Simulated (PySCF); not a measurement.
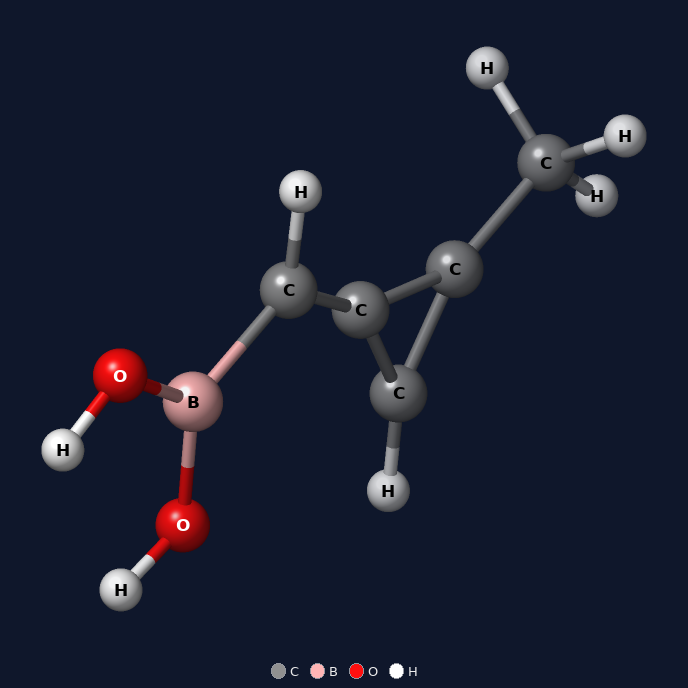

Identify the structure.

The molecule is C5H7BO2. SMILES: `CC1=CC/1=C\B(O)O`. Independent rings (smallest set): 1 of 3 members. Among its groups: alkene. Coordination, clear cases only: 1 C tetrahedral; 1 C trigonal planar; 1 B trigonal planar; 2 O bent.

More results for the same structure follow; atom numbers are the same in all pictures, views and colours differ. The geometry was computed by an optimisation with PBE0-D3(BJ)/def2-SVP. No frequency run is at hand to confirm it as a minimum.

Ring current

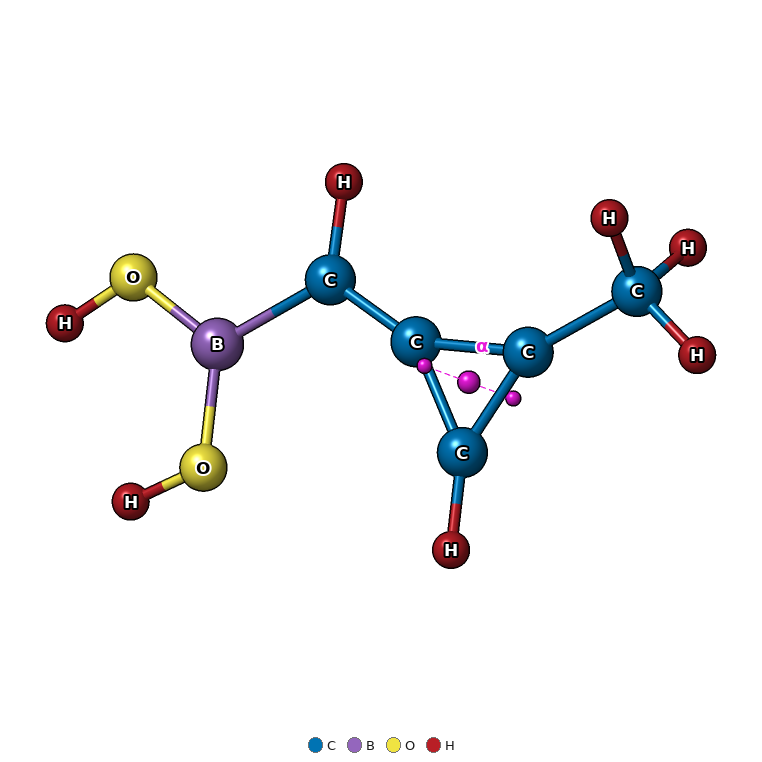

The small points mark where nucleus-independent chemical shifts (NICS) were computed: at the centre of each lettered ring and 1 Å above and below it. No frequency run is at hand to confirm it as a minimum. Level of theory: GIAO PBE0/pcSseg-1 NMR shielding, non-relativistic, IEF-PCM tetrahydrofuran (PySCF 2.14.0).

Give NICS(0), NICS(1) and the out-of-plane component NICS(1)zz for each ring (means of the two sides).

| ring | members | NICS(0) | NICS(1) | NICS(1)zz |
| --- | --- | --- | --- | --- |
| α | C3 | −23.8 | −9.9 | −15.3 |

Values in ppm.

Spin–spin coupling

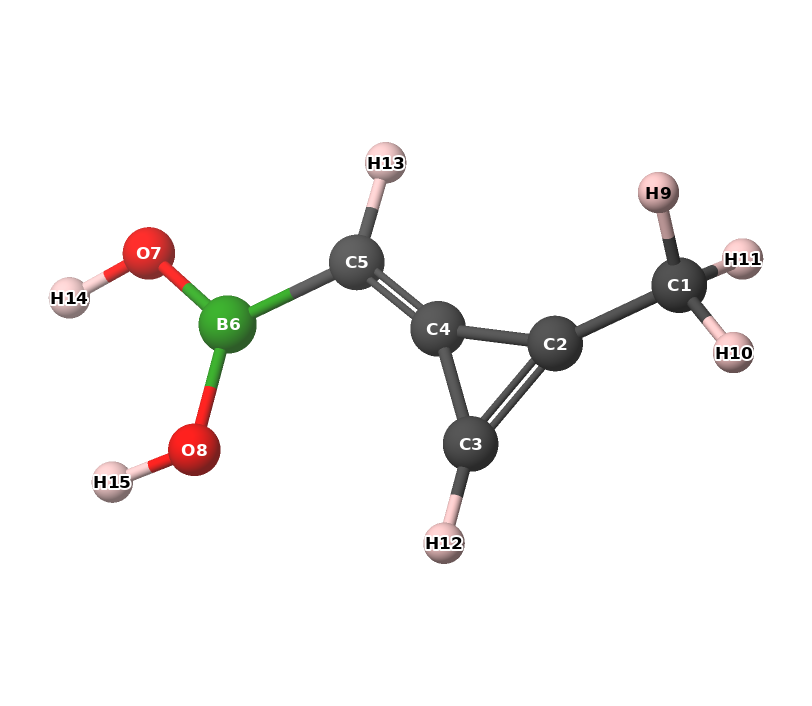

No frequency run is at hand to confirm it as a minimum. Level of theory: B3LYP/pcJ-1 indirect spin-spin coupling, non-relativistic, gas phase (PySCF 2.14.0). Isotopes: 11B, 13C, 1H, 17O.

Give the spin–spin coupling constants of these pairs, with the number of bonds between them: C5/B6, B6/O8, B6/O7, C4/B6, B6/H14, B6/H13, B6/H15, C2/B6, C3/B6.

```
   pair  bonds apart  J (Hz)
 C5, B6            1   102.1
 B6, O8            1    −3.1
 B6, O7            1    −3.2
 C4, B6            2     2.3
B6, H14            2    −4.1
B6, H13            2     1.1
B6, H15            2    −4.0
 C2, B6            3     6.8
 C3, B6            3     2.9
```

Dipole moment

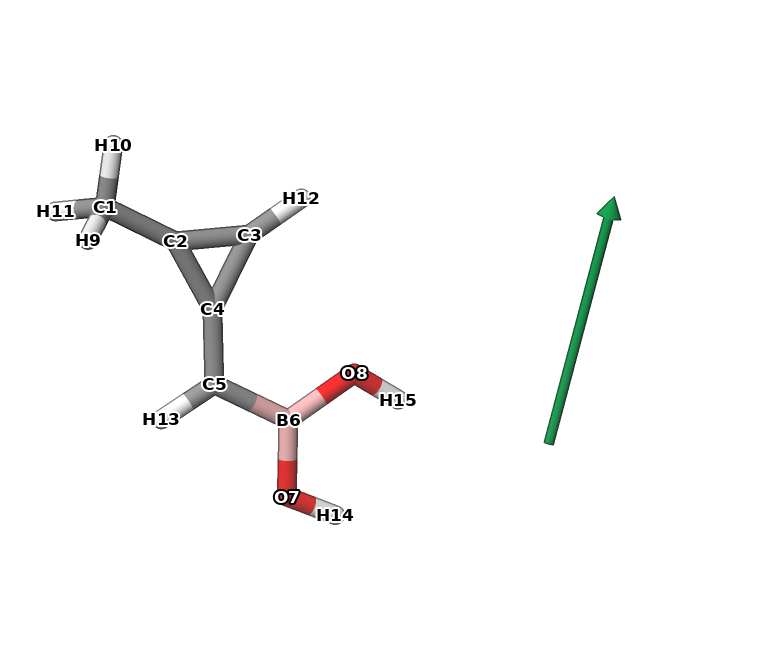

The arrow beside the molecule shows the direction of the dipole moment, from the negative to the positive end (its length means nothing). No frequency run is at hand to confirm it as a minimum. Properties computed with B3LYP/def2-SVPD, gas phase (PySCF 2.14.0).

**How large is the dipole moment?**

2.42 D; it points from the side of H14 to the side of H10 (the outermost atoms at the two ends).
